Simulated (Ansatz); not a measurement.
ClF₃Hf···H₂

```xyz
7

Hf   -0.0083   -0.1749   -0.8070
Cl    1.8115   -1.3278    0.1978
F     0.0002   -0.6007   -2.6727
F    -1.7098   -0.7523   -0.1295
F     0.1732    1.7331   -0.6883
H     0.1760    0.3394    2.1004
H    -0.4428    0.7833    1.9993
```

Core potentials replace the inner electrons of Hf.

All numbers below come from RKS BLYP-D4/def2-SVP in Ansatz 0.2.0.

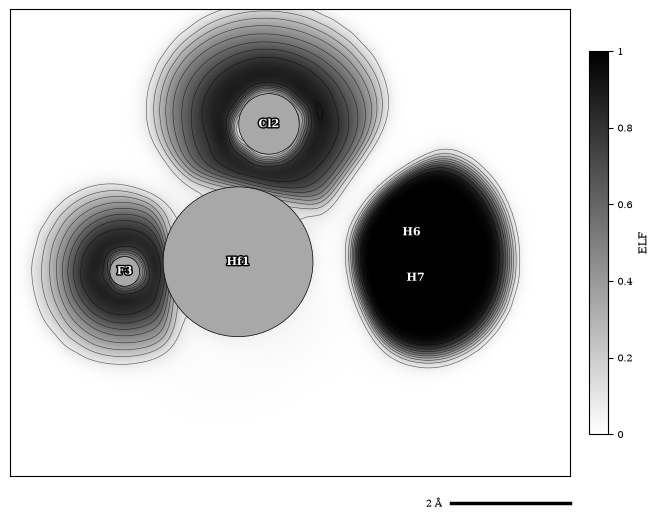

Figure 1. Electron localisation function on the plane of atoms Cl2, Hf1 and F3. Grey discs cover the atomic cores.

### Read the bonding off the picture.

- The plane passes through Hf, Cl, F and H nuclei.
- Hf1···H6 (2.96 Å): the ELF dips to about 0 between them.
- Hf–F (1.91 Å): the ELF peaks at about 0.85 in the valence shell of F, 0.5 Å from its nucleus, and drops to about 0.20 between the two atoms.
- Hf–Cl (2.38 Å): the ELF peaks at about 0.85 in the valence shell of Cl, 0.8 Å from its nucleus, and is about 0.35 at the midpoint.
- H–H (0.77 Å): the ELF is about 1 at the midpoint.

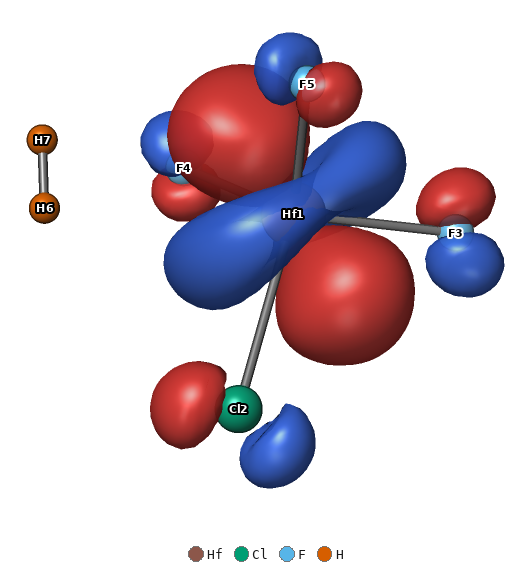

Figure 2. The LUMO at ±0.15 Å⁻³ᐟ² (red and blue are the two phases), seen at a tilt.

### Where does this orbital lie, and at what energy?

Its weight (Hirshfeld) is mainly on Hf1 (about 70 %), Cl2 (about 10 %) and F3 (about 5 %). Its energy is −2.03 eV.
